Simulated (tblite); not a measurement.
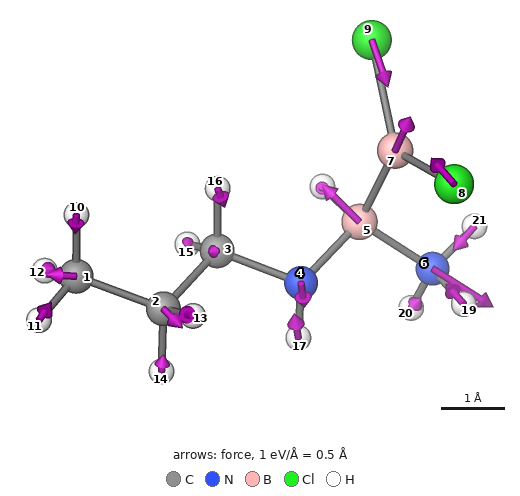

Starting geometry of C₃H₁₂B₂Cl₂N₂ with the computed forces as purple arrows. A ball-and-stick model, seen at a tilt.

All numbers below come from GFN2-xTB geometry optimisation, gas phase in tblite 0.8.0. 

What follows when this structure is relaxed?

It isn't relaxed: the largest force vector, on an N atom, is 2.44 eV/Å. The final displacements have little in common with the starting forces (cosine between the two patterns 0.09). Over 210 geometry steps the energy falls by 24.9 kcal/mol. The largest move after the best rigid fit is that of an H atom, 2.11 Å. Largest moves by element: H 2.11 Å, N 1.61 Å, C 0.80 Å, Cl 0.55 Å, B 0.40 Å. Some distances before and after: B–N 1.537 → 1.905 Å, B–Cl 1.835 → 1.724 Å, B–N 1.541 → 1.433 Å, B–Cl 1.853 → 1.754 Å. Among the angles between lasting bonds that change: C–N–B 112.4° → 126.6°, B–N–H 108.1° → 120.1°, N–B–H 107.9° → 97.9°. Groups turn about B–B by about 65°, B–N by about 50°. The run took 3.8 s on 1 thread of Arm Neoverse N1, with other jobs on the host.
